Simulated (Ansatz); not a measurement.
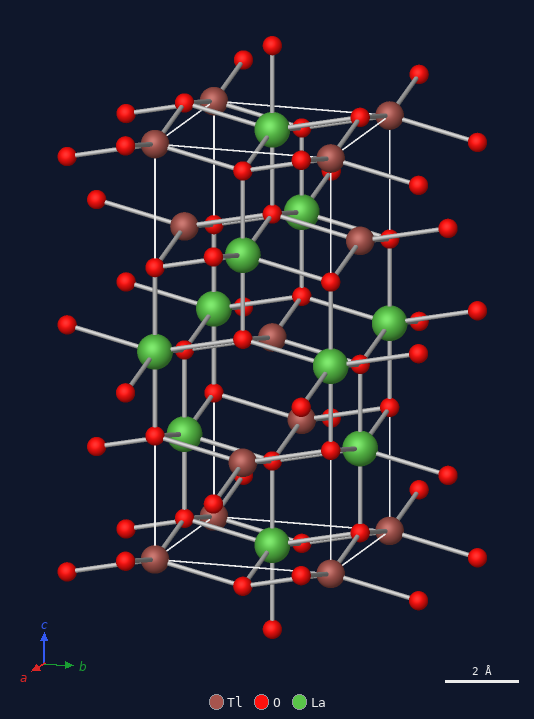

The image is a ball-and-stick drawing of a crystal, viewed slightly off an axis. The box is the conventional unit cell; atoms on or close to its faces, edges and corners are drawn wherever they repeat. A few atoms beyond the faces are included.

LaTlO$_{2}$, space group I4_1/amd (No. 141), a = 5.085 Å, b = 5.085 Å, c = 11.754 Å, α = 90.00°, β = 90.00°, γ = 90.00°. Its origin is a structure type filled with these elements by a generator (whether the compound takes this form wasn't checked). Earlier steps of the study may have refined or changed the cell and positions. Ansatz was used for an electronic-structure calculation on it.

This one geometry was computed with Ansatz (DFT, plane waves, PAW) at five levels of theory: r2SCAN, PBE0, PBE with spin-orbit coupling, PBE and HSE06. It was relaxed beforehand with r2SCAN.

> Which level gives the highest pressure at this volume, and what does that say about its equilibrium volume?

Highest: PBE with spin-orbit coupling (1.5 GPa) and PBE (1.7 GPa), which points to the largest equilibrium volume. Lowest, with the smallest volume: r2SCAN (0.0 GPa), PBE0 (-0.1 GPa) and HSE06 (-0.2 GPa). Levels within 0.5 GPa of each other can't be told apart.

> How does the band gap change with the level of theory?

PBE with spin-orbit coupling: a gap of 0.81 eV, indirect; PBE: a gap of 0.90 eV, indirect; r2SCAN: a gap of 1.08 eV, indirect; HSE06: a gap of 1.52 eV, indirect; PBE0: a gap of 2.17 eV, indirect.

> Collect the results in a table.

| level | cutoff (eV) | k-mesh of the run's cell | gap (eV) | pressure (GPa) |
| --- | --- | --- | --- | --- |
| r2SCAN | 500 | 8×8×8 | 1.08 | 0.0 |
| PBE0 | 420 | 4×4×4 | 2.17 | -0.1 |
| PBE with spin-orbit coupling | 420 | 8×8×8 | 0.81 | 1.5 |
| PBE | 420 | 8×8×8 | 0.90 | 1.7 |
| HSE06 | 420 | 4×4×4 | 1.52 | -0.2 |

Gaps are taken on the k-mesh or band path of each run.
